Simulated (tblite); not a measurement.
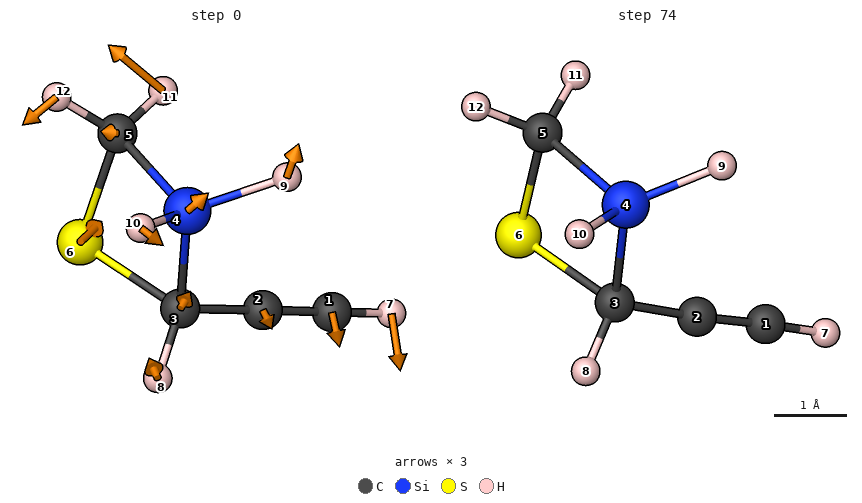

The structure of C4H6SSi before (left) and after (right) a relaxation, at one scale. The orange arrows give the displacements, 3 times their true length.

Style: ball-and-stick. Shown from a free direction.

Level of theory: GFN2-xTB geometry optimisation, gas phase (tblite 0.8.0). 

**Summarise the run.**

The atom that moves furthest after the best rigid fit is H11 (0.37 Å). By element the largest moves are H 0.37 Å, S 0.24 Å, C 0.17 Å, Si 0.14 Å. Some distances before and after: C3–Si4 1.845 → 1.930 Å, Si4–C5 1.857 → 1.910 Å, C3–S6 1.843 → 1.866 Å, C5–S6 1.819 → 1.840 Å. Bond angles that change, for instance: H11–C5–H12 117.3° → 108.9°, Si4–C5–S6 87.3° → 93.4°, C3–Si4–H10 116.6° → 111.3°. The energy falls by 0.290 eV in 74 geometry steps.
